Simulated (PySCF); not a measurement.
Consider C3BN3 (B(CN)3).

Input file:

```
{"job": {"kind": "nmr", "xc": "PBE0", "basis": "pcSseg-1"}, "charge": 0, "multiplicity": 1}
B      0.011593    -0.013429    -0.010512
C      1.540531    -0.004068    -0.012738
N      2.701299     0.002851    -0.015346
C     -0.761608     1.305185    -0.027514
N     -1.348363     2.306702    -0.042046
C     -0.740628    -1.344170     0.011130
N     -1.310974    -2.355071     0.028477
```

Launched as:

```sh
OMP_NUM_THREADS=1 python probes_run.py task.json out
```

Geometry: PBE0-D3(BJ)/def2-SVP.

All numbers below come from PySCF 2.14.0, PBE0/pcSseg-1, SCF density, gas phase, non-relativistic.

Predict the electron density and electron localisation function between the atoms.

C–N (1.16 Å): ρ at the midpoint is about 3.5 e/Å³; the ELF peaks at about 0.85 between the atoms: a multiple bond.
C–B (1.53 Å): ρ is about 1.4 e/Å³ halfway; the ELF peaks at about 1 between the atoms, as expected for a covalent bond.

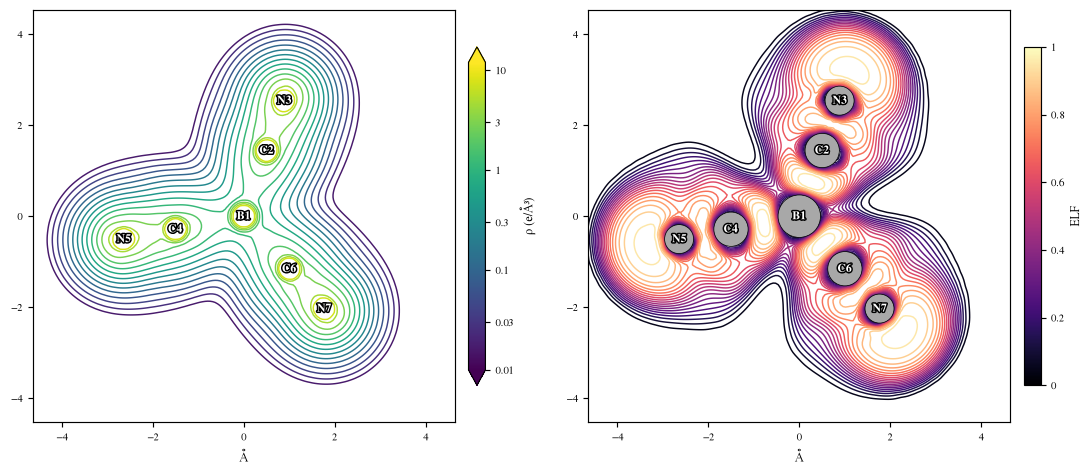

Computed electron density and electron localisation function on the molecular plane, in this order. Grey discs cover the atomic cores in the ELF map. 
